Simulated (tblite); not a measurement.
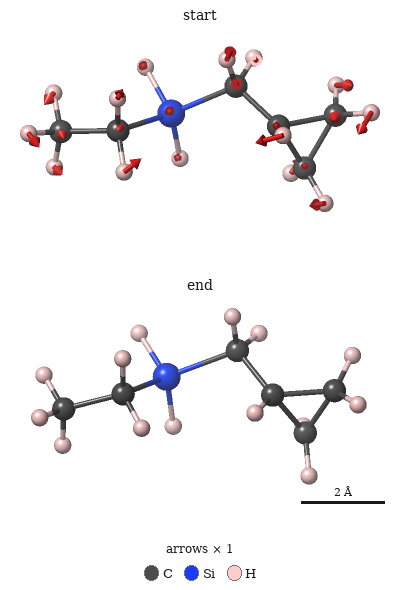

The structure of C$_{6}$H$_{14}$Si before (top) and after (bottom) a relaxation, at one scale. The red arrows give the displacements, at their true length.

A ball-and-stick model, seen face on.

These are results of GFN2-xTB geometry optimisation, gas phase in tblite 0.8.0, not measurements. 

**What changed between the two?**

Over 108 geometry steps the energy falls by 16.1 kcal/mol. The atom that moves furthest after the best rigid fit is an H atom (0.91 Å). By element the largest moves are H 0.91 Å, C 0.47 Å, Si 0.30 Å. Near-neighbour distances that change, for instance: C–Si 1.824 → 1.907 Å, C–H 1.135 → 1.080 Å, C–H 1.147 → 1.093 Å, C–C 1.538 → 1.499 Å. Bond angles that change, for instance: C–C–H 110.9° → 118.4°, C–C–C 113.1° → 120.2°, C–C–H 110.6° → 116.4°. Groups turn about C–C by about 30°.
